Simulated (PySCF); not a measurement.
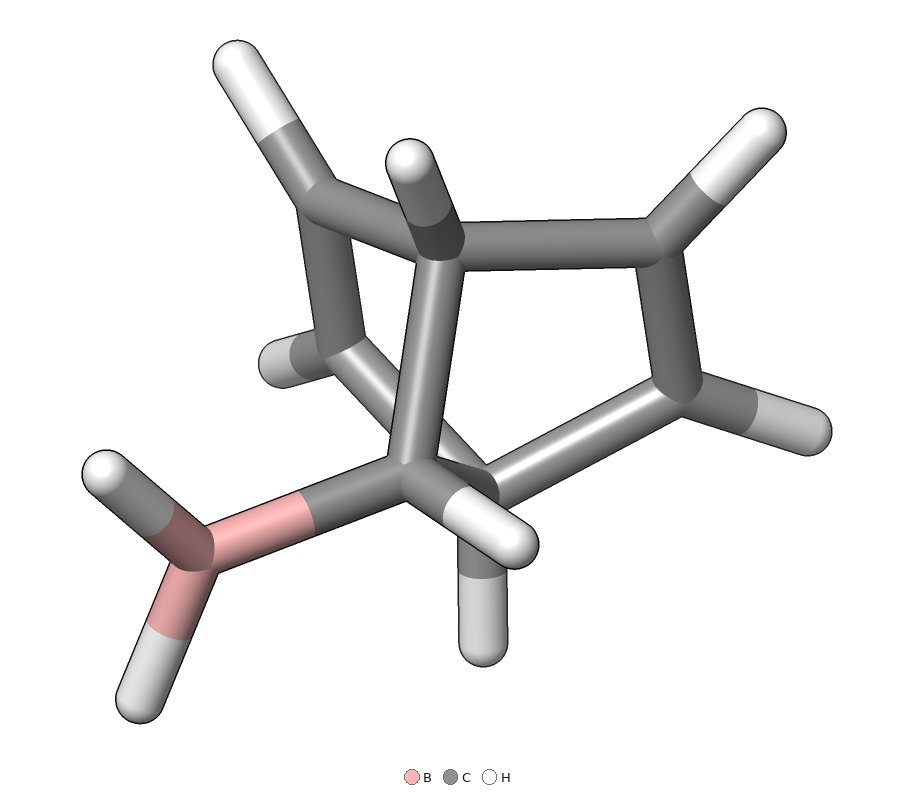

The picture shows a molecular structure as a stick model.

Computed geometry: GFN2-xTB optimisation. No frequency run is at hand to confirm it as a minimum.

> Which formula does it have?

C₇H₉B, 17 atoms: 7 carbon, 9 hydrogen and 1 boron.

> What is its SMILES?

B[C@H]1[C@H]2C=C[C@@H]1C=C2

More results for the same structure follow; atom numbers are the same in all pictures, views and colours differ.

## Symmetry

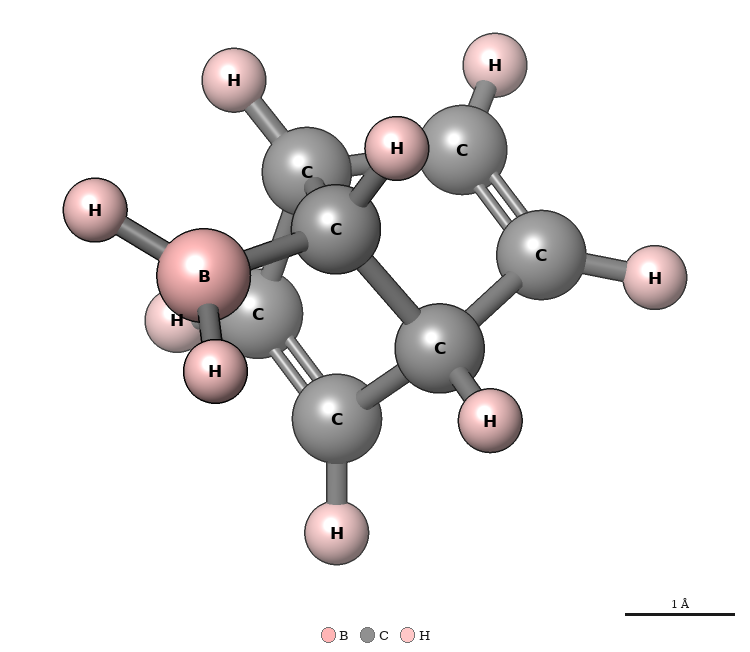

Depth is shown by fading: the farther an atom, the more it takes the colour of the background. No frequency run is at hand to confirm it as a minimum. Masses are those of the most abundant isotopes; constants are for the rigid equilibrium geometry.

> What kind of rotor is it, and what are its rotational constants in cm⁻¹?

An asymmetric top (Cs): A = 0.116, B = 0.0781, C = 0.0759 cm⁻¹. Ray's parameter κ is −0.89, close to the prolate limit.

## Quadrupole coupling

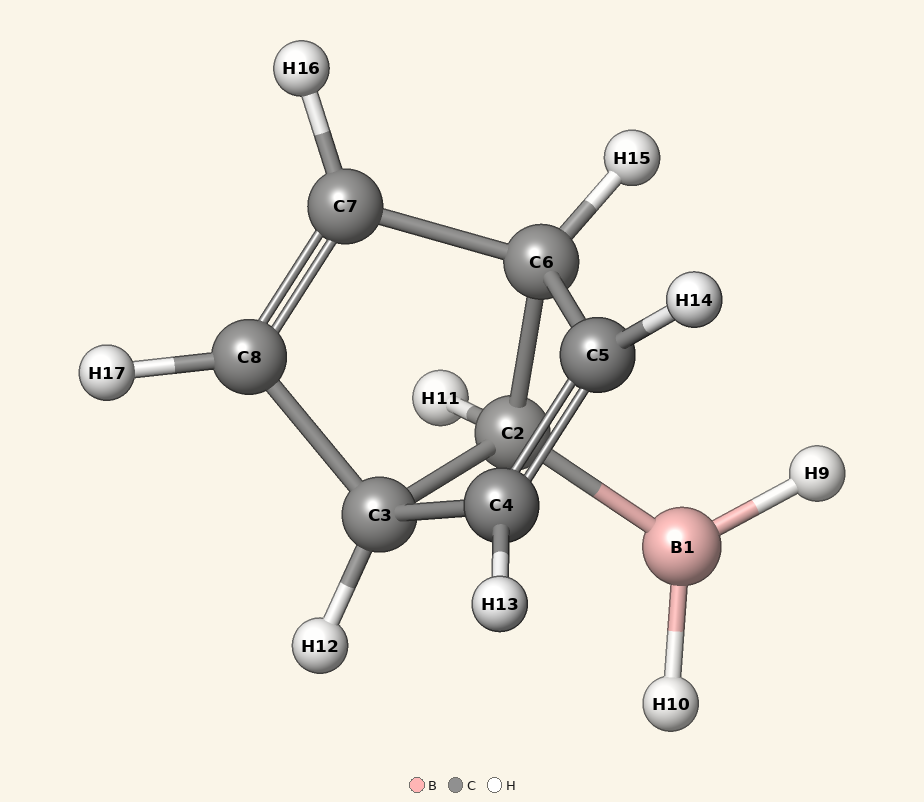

No frequency run is at hand to confirm it as a minimum. Electric field gradients from the ground-state density, PBE0/pcSseg-1 (PySCF 2.14.0), non-relativistic apart from any core potentials.

Give the largest field-gradient component, the quadrupole coupling constant and the asymmetry for 11B at B1 (Q = 40.59 mb), 2H at H9 (Q = 2.86 mb), 2H at H11 (Q = 2.86 mb), 2H at H12 (Q = 2.86 mb), 2H at H13 (Q = 2.86 mb).

```tsv
atom	V_zz (a.u.)	e²qQ/h (MHz)	η
B1	0.663	6.32	0.02
H9	0.243	0.163	0.13
H11	0.293	0.197	0.00
H12	0.317	0.213	0.00
H13	0.346	0.233	0.04
```

## Electronic properties

No frequency run is at hand to confirm it as a minimum. Method: PBE0/def2-SVPD, gas phase (PySCF 2.14.0). Excitations: vertical, linear response.

> What is the mean static polarisability?

83.5 bohr³.

> What is the LUMO energy (Kohn–Sham orbital)?

−1.29 eV.

> Give the dipole moment at this level.

0.49 D.

> Give the HOMO energy (Kohn–Sham orbital) at this level.

−6.47 eV.

## NMR shielding

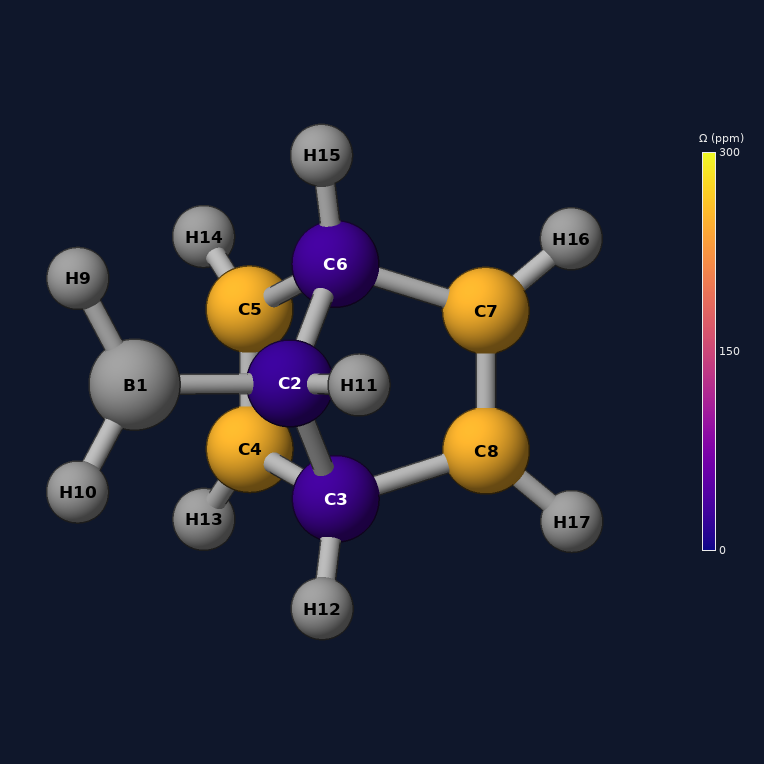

The C atoms are coloured by the span of their shielding tensor. No frequency run is at hand to confirm it as a minimum. Method: GIAO PBE0/pcSseg-1 NMR shielding, non-relativistic, gas phase (PySCF 2.14.0). Principal shieldings σ11 ≤ σ22 ≤ σ33, span Ω = σ33 − σ11, skew κ = 3(σiso − σ22)/Ω.

Give the shielding tensors of the C atoms.

```csv
atom,σ11,σ22,σ33,σiso,Ω,κ
C2,70.9,71.3,97.8,80.0,26.9,0.97
"C3, C6",114.3,125.1,146.5,128.6,32.2,0.33
"C4, C5",−101.1,34.0,151.8,28.2,252.9,−0.07
"C7, C8",−101.4,42.3,150.4,30.4,251.8,−0.14
```

Shieldings and span in ppm.

## Ring current

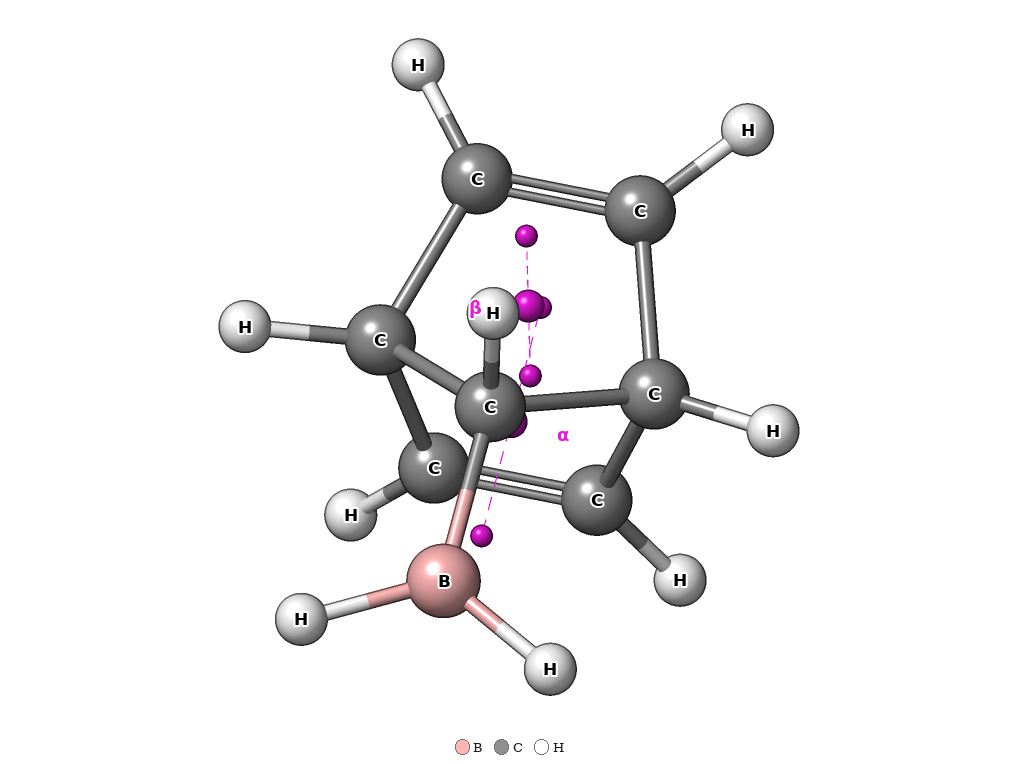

The small points mark where nucleus-independent chemical shifts (NICS) were computed: at the centre of each lettered ring and 1 Å above and below it. No frequency run is at hand to confirm it as a minimum. Level of theory: GIAO PBE0/pcSseg-1 NMR shielding, non-relativistic, gas phase (PySCF 2.14.0).

Give NICS(0), NICS(1) and the out-of-plane component NICS(1)zz for each ring (means of the two sides).

| ring | members | NICS(0) | NICS(1) | NICS(1)zz |
| --- | --- | --- | --- | --- |
| α | C5 | −0.5 | −2.2 | −3.5 |
| β | C5 | −0.2 | −2.1 | −4.3 |

Values in ppm.

> What do the values say about the ring currents?

Ring α: weak, as in a non-aromatic ring. Ring β: weak, as in a non-aromatic ring. NICS is one index among several.

The geometry is semi-empirical. Around B such bond lengths and angles can be off by a tenth of an ångström or more and by several degrees, and values that hang on the shape move with them.
